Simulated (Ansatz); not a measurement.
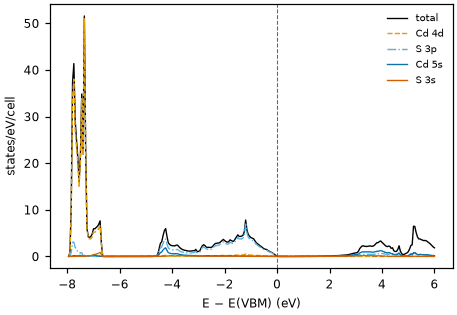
*Total and projected density of states of CdS (wurtzite, P6_3mc), LDA in the plane-wave PAW code Ansatz*

Task: Which orbitals carry the states next to the gap?

Result: Top 1 eV of the valence band: S 3p 88 %, Cd 4d 8 %. Bottom 1 eV of the conduction band: Cd 5s 53 %, S 3s 23 %, S 3p 21 %. Projections are on Löwdin-orthogonalised atomic valence shells; empty p or d shells of many metals are not among them.

Task: Where is the tallest occupied peak in this window, and what makes it?

Result: Near -7.3 eV, about 52 states/eV per cell; the largest projected share is Cd 4d.

Symmetry was held in the LDA relaxation. Spin–orbit coupling is left out wherever it is not named.

Potentials: the earlier of the program's two PAW sets. The files were generated under PBE; for other functionals the program regenerates the frozen cores, and for LDA and PBEsol the local potential too.
